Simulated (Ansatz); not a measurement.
Abstraction of Cl: C4H9Cl + MgH → C4H9 + MgHCl

Species: C4H9Cl `CC(C)(C)Cl`, singlet; MgH, doublet; C4H9 (tert-butyl radical) `C[C](C)C`, doublet; MgHCl `[MgH][Cl]`, singlet. A radical takes Cl: the energy is the difference in strength between the C–Cl bond broken and the Mg–Cl bond made.

Shapes, held fixed at every level: PBE0-D4/def2-TZVP. Programs: Ansatz 0.2.0. The zero-point and thermal change to 298 K, harmonic and unscaled (PBE0-D4/def2-TZVP), is -5.4 kJ/mol.

```tsv
level	kind	ΔH(298 K) (kJ/mol)	less CCSD(T)/def2-TZVPP
MP2/def2-TZVPP	perturbation theory	-100.4	+14.1
HF/def2-TZVPP	Hartree–Fock	-158.9	-44.4
SPW92/def2-TZVPP	LDA	-90.1	+24.4
PBE-D4/def2-TZVPP	GGA	-114.3	+0.2
wB97X-V/def2-TZVPP	range-separated hybrid	-127.8	-13.3
CCSD/def2-TZVPP	coupled cluster or CI	-123.9	-9.4
CCSD(T)/def2-TZVPP	coupled cluster or CI	-114.5	0.0
```

The highest level, CCSD(T)/def2-TZVPP, gives ΔH(298 K) = -114.5 kJ/mol; the levels span -158.9 to -90.1. The column of differences is taken from that level and isn't an error. No measured value is set beside it here. Open shells run unrestricted. Outer-core shells of Mg are correlated in most correlated rows, in sets that cover them unevenly.

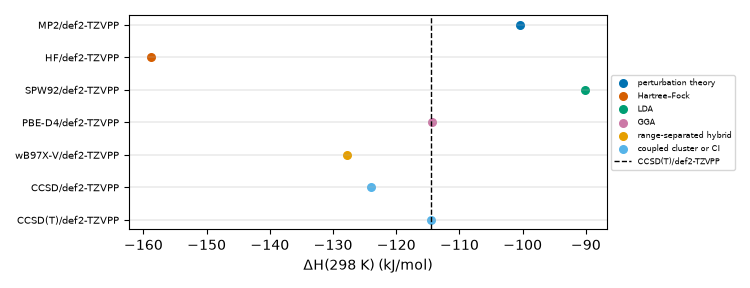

The values of the table, level by level.
